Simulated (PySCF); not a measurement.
# C5H4ClFO2S: the cost of one run

Computed with PySCF 2.14.0 and routines of our own; the level stands in each step. Atoms count from 0.

## 1. The system as given

14 atoms, charge 0, multiplicity 1; geometry from: GFN2-xTB.

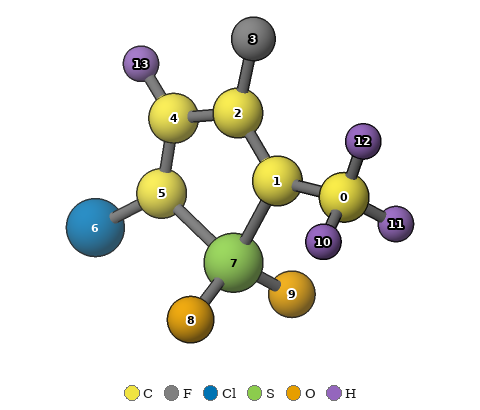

The starting geometry (carbon yellow, fluorine grey, chlorine blue, sulfur green, oxygen amber, hydrogen purple).

## 2. Magnetic properties: GIAO KT3/pcSseg-1

Job settings and geometry (Å):

```
{"job": {"kind": "mag", "xc": "KT3", "basis": "pcSseg-1", "isotopologues": 0}, "charge": 0, "multiplicity": 1}
C     -2.053323     0.409293    -0.297481
C     -0.608739     0.265871    -0.037958
C      0.306810     1.095753     0.456990
F      0.046884     2.352586     0.852000
C      1.677861     0.628809     0.585354
C      1.861851    -0.625283     0.175964
Cl     3.249185    -1.560115     0.141334
S      0.252451    -1.282128    -0.407002
O      0.288125    -1.524675    -1.816776
O     -0.200869    -2.336137     0.448047
H     -2.248267     0.237744    -1.356291
H     -2.597586    -0.349877     0.264608
H     -2.406230     1.399006    -0.014968
H      2.431169     1.288679     0.984012
```

Method: GIAO KT3/pcSseg-1 magnetisability, rotational g tensor and spin-rotation constants, non-relativistic, gas phase.

Run with:

```
$ OMP_NUM_THREADS=1 python excited_run.py task.json out
```

This one command runs all jobs of the session in turn.

Q: Estimate the wall time and peak memory of this first job on 1 thread of Intel Xeon at 2.70GHz, shared host.

About 1.9 min, with a peak of 0.85 GiB.
